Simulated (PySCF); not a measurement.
Consider C$_{4}$H$_{9}$O$_{3}$S (charge −1).

| atom | x (Å) | y (Å) | z (Å) |
| --- | --- | --- | --- |
| C | 2.5733 | 0.5163 | 0.4841 |
| C | 1.3710 | 0.1010 | -0.3515 |
| O | 0.3507 | -0.3492 | 0.5128 |
| C | -0.9142 | -0.4462 | -0.1270 |
| C | -1.9073 | -1.0550 | 0.8361 |
| S | -1.6019 | 1.2976 | -0.6864 |
| O | -3.0206 | 0.9340 | -0.9744 |
| O | -0.8150 | 1.5352 | -1.9380 |
| H | 3.3897 | 0.8245 | -0.1652 |
| H | 2.3006 | 1.3442 | 1.1333 |
| H | 2.9025 | -0.3157 | 1.1043 |
| H | 1.0091 | 0.9391 | -0.9576 |
| H | 1.6555 | -0.7173 | -1.0388 |
| H | -0.8301 | -1.0359 | -1.0533 |
| H | -2.9043 | -0.8661 | 0.4421 |
| H | -1.8077 | -0.5658 | 1.8032 |
| H | -1.7583 | -2.1288 | 0.9665 |

Geometry: GFN2-xTB.

These are results of PBE0/pcSseg-1, SCF density, gas phase, non-relativistic in PySCF, not measurements.

Question: Predict the electron density and electron localisation function between the atoms.

Answer: C–O (1.41 Å): the density is about 2.1 e/Å³ at the midpoint, with its minimum of 1.8 e/Å³ about 0.5 Å from C; the ELF peaks at about 0.90 between the atoms: a shared but strongly polarised pair.
C–C (1.52 Å): ρ is about 1.7 e/Å³ halfway; the ELF peaks at about 0.95 between the atoms (localised, covalent bonding).
C–H (1.09 Å): the density is about 1.9 e/Å³ at the midpoint; the ELF climbs to about 1 towards the hydrogen, as it does in any bond to H; an ordinary covalent bond to hydrogen.

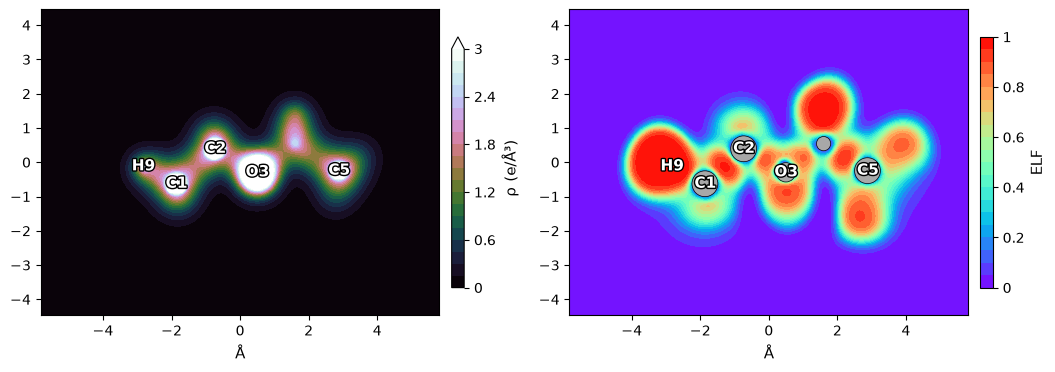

Computed electron density and electron localisation function on the plane of atoms C1, C2 and O3, in this order. Grey discs cover the atomic cores in the ELF map. 
